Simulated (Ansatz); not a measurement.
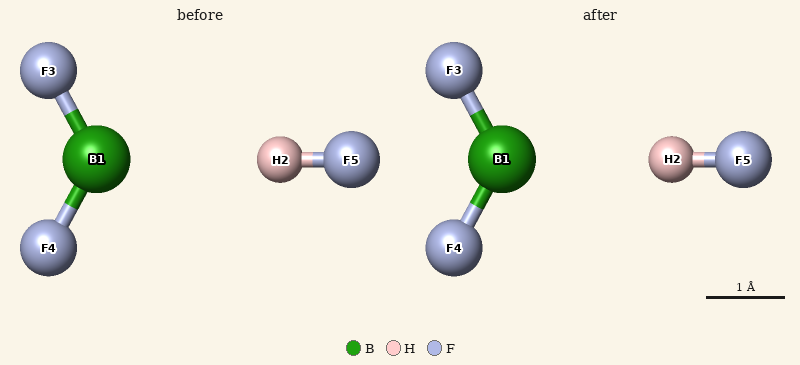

The structure of BHF3 (multiplicity 2) before (left) and after (right) a relaxation, at one scale.

A ball-and-stick model, seen face on.

The run prepares an end point of a later path (reaction) calculation, from a guessed geometry.

Method: UKS PBE0/def2-SVPD (Ansatz 0.2.0). Set-up: collinear spin; force threshold 0.03 eV/Å; at most 50 steps.

Q: What changed between the two?

A: After 3 accepted moves (5 points after the start) the energy has fallen by 0.68 kJ/mol. The largest force component goes from 0.29 to 0.014 eV/Å. The line search rejected the trial steps at points 1, 2 of the run. The atom that moves furthest after the best rigid fit is H2 (0.11 Å). Largest moves by element: H 0.11 Å, F 0.11 Å, B 0.07 Å. Some distances before and after: H2–F5 0.924 → 0.932 Å. Cost: 7.1 s on 4 threads of Arm Neoverse V1, with other jobs on the host, peak memory 0.19 GiB.

Limits of the set-up: the start holds two separate molecules, 2.4 Å apart at their closest, whose relative position is a soft coordinate and is computed without a dispersion correction.
